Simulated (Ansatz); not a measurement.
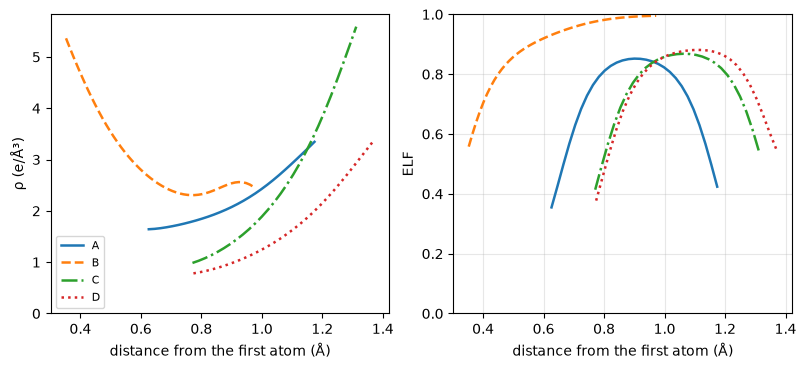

Figure 1: HNOSSi (triplet). Total electron density and ELF along straight lines between neighbouring atoms. The curves leave out the atomic cores.

Geometry: B3LYP/6-31G*.

The calculation used Ansatz, isolated molecule in a Gaussian basis; Kohn-Sham density functional theory, functional PBE0.

Input file:

```
crystal:
  periodic: [false, false, false]
  atoms:
    - symbol: "N"
      position_ang: [-0.584934, 0.928845, 0.483766]
    - symbol: O
      position_ang: [-1.218308, -0.957008, -1.238823]
    - symbol: S
      position_ang: [-0.346200, 2.008290, 1.592129]
    - symbol: Si
      position_ang: [-0.018205, 0.176560, -1.013194]
    - symbol: H
      position_ang: [-1.927806, -0.986740, -0.574740]
basis:
  gaussian:
    orbitals: def2-TZVPD
magnetization:
  spin_polarized: true
  initial_magnetization: 2
hamiltonian:
  xc: pbe0
output: {forces: true, orbitals: {seedname: orbitals}}
```

Launched as:

```sh
ansatz run input.yaml --threads 1 --pin off --max-ram 2610MiB --events-out events.jsonl --progress --plain --runs-dir runs
```

Which curve belongs to which contact (O–H, Si–N, Si–O and S–N)? The first atom named is at distance zero.

Curve A: S–N (1.57 Å): ρ is about 1.8 e/Å³ halfway; the ELF peaks at about 0.85 between the atoms; localised, covalent bonding. Curve B: O–H (0.97 Å): the density is about 3.7 e/Å³ at the midpoint; the ELF climbs to about 1 towards the hydrogen, as it does in any bond to H; a covalent bond by its length. Curve C: Si–O (1.67 Å): ρ at the midpoint is about 1.1 e/Å³; the ELF peaks at about 0.85 between the atoms; a shared but strongly polarised pair. Curve D: Si–N (1.77 Å): the density is about 0.95 e/Å³ at the midpoint; the ELF peaks at about 0.90 between the atoms (a shared but strongly polarised pair).
